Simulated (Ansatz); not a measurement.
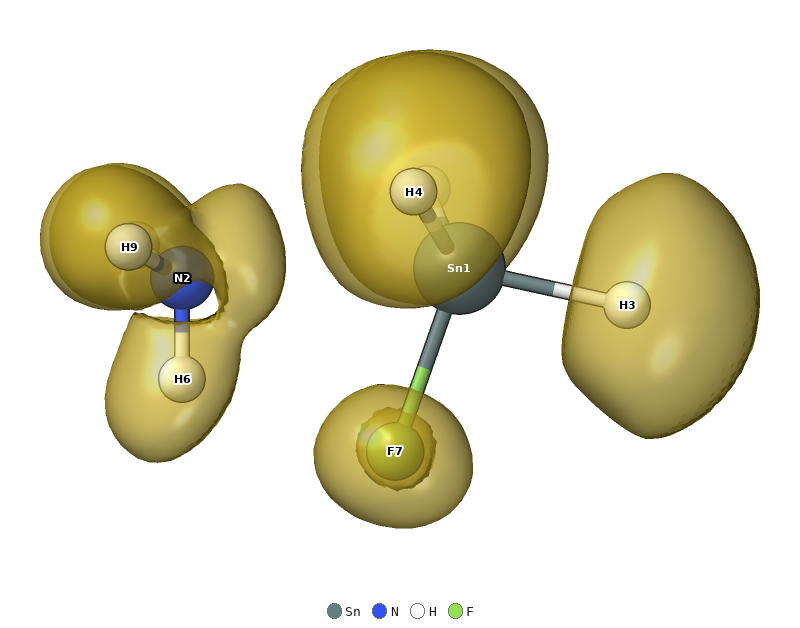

The picture shows: FH₃Sn···NH₃. Isosurface of the electron localisation function at 0.75 (yellow), seen across its widest extent. Only the valence region is drawn (cores and ρ < 0.01 e/Å³ removed).

The product side of a reaction path; geometry: PBE0-D4/def2-TZVP; core potentials replace the inner electrons of Sn.

All numbers below come from RKS PBE0-D4/def2-TZVPP in Ansatz 0.2.0.

Input

```
crystal:
  periodic: [false, false, false]
  atoms:
    - {symbol: Sn, position_ang: [-0.970296, 0.327823, -0.849163]}
    - {symbol: N, position_ang: [1.003226, -0.173461, 1.050214]}
    - {symbol: H, position_ang: [-2.033871, 0.282094, -2.201767]}
    - {symbol: H, position_ang: [0.011781, 1.712669, -0.965624]}
    - {symbol: H, position_ang: [-1.877269, 0.109210, 0.574012]}
    - {symbol: H, position_ang: [1.313179, -1.007859, 0.564709]}
    - {symbol: F, position_ang: [0.039156, -1.278159, -1.282912]}
    - {symbol: H, position_ang: [0.726757, -0.435149, 1.988299]}
    - {symbol: H, position_ang: [1.787435, 0.462731, 1.122233]}
basis:
  gaussian: {orbitals: def2-TZVPP}
hamiltonian: {xc: pbe0, dispersion: d4}
output: {orbitals: {seedname: orbitals}}
```

Run with:

```sh
ansatz run in.yaml --threads 4 --pin off --events-out ev --progress --plain --max-ram 9574MiB
```

What do the ELF domains correspond to?

Answer. The surface consists of three regions around hydrogen nuclei, one region wrapped around F (its valence shell) and one joined region spread over several atoms (H, N), in which their bonds and any lone pairs are merged. Along the contacts the grid gives the following. Sn1···N2 (2.78 Å): the ELF dips to about 0.10 between them. Sn–F (1.95 Å): the ELF peaks at about 0.80 in the valence shell of F, 0.5 Å from its nucleus, and drops to about 0.15 between the two atoms.
